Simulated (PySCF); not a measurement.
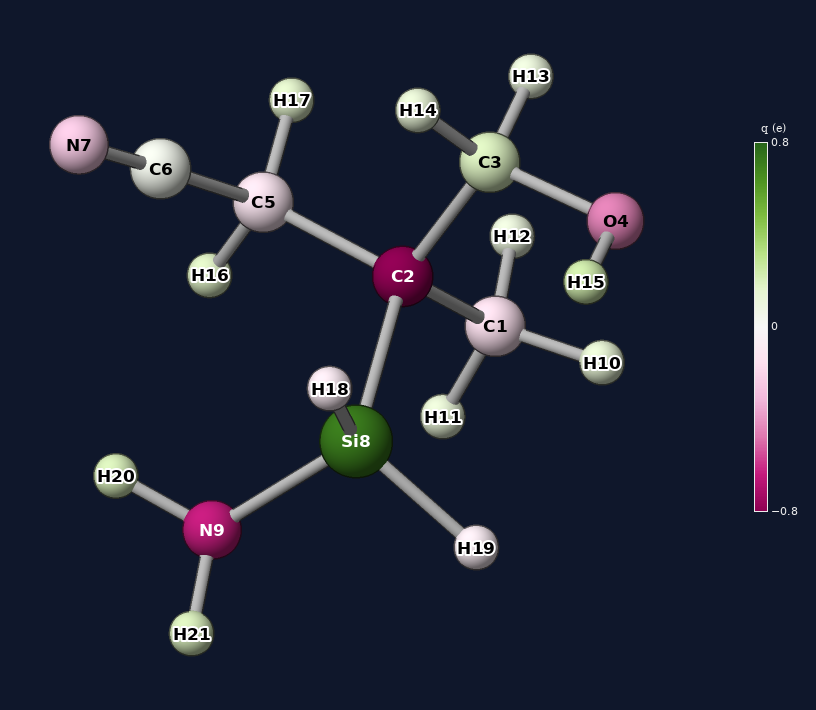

Atoms are coloured by their Mulliken charges. The computed structure is the end point of a GFN2-xTB optimisation. No frequency run is at hand to confirm it as a minimum. Properties computed with PBE0/pcSseg-1, gas phase (PySCF 2.14.0).

> Which atom carries the highest charge (most positive or least negative)?

Si8 (0.72 e).

> And the lowest?

C2 (−0.79 e).

Give the Mulliken charges atom by atom.

| atom | value (e) |
| --- | --- |
| C1 | −0.14 |
| C2 | −0.79 |
| C3 | 0.19 |
| O4 | −0.45 |
| C5 | −0.11 |
| C6 | 0.04 |
| N7 | −0.24 |
| Si8 | 0.72 |
| N9 | −0.63 |
| H10 | 0.14 |
| H11 | 0.13 |
| H12 | 0.11 |
| H13 | 0.11 |
| H14 | 0.13 |
| H15 | 0.24 |
| H16 | 0.18 |
| H17 | 0.17 |
| H18 | −0.08 |
| H19 | −0.07 |
| H20 | 0.20 |
| H21 | 0.20 |

Mulliken values depend strongly on the basis set and can even reverse the polarity of a bond. The geometry is semi-empirical. Around Si such bond lengths and angles can be off by a tenth of an ångström or more and by several degrees, and values that hang on the shape move with them.
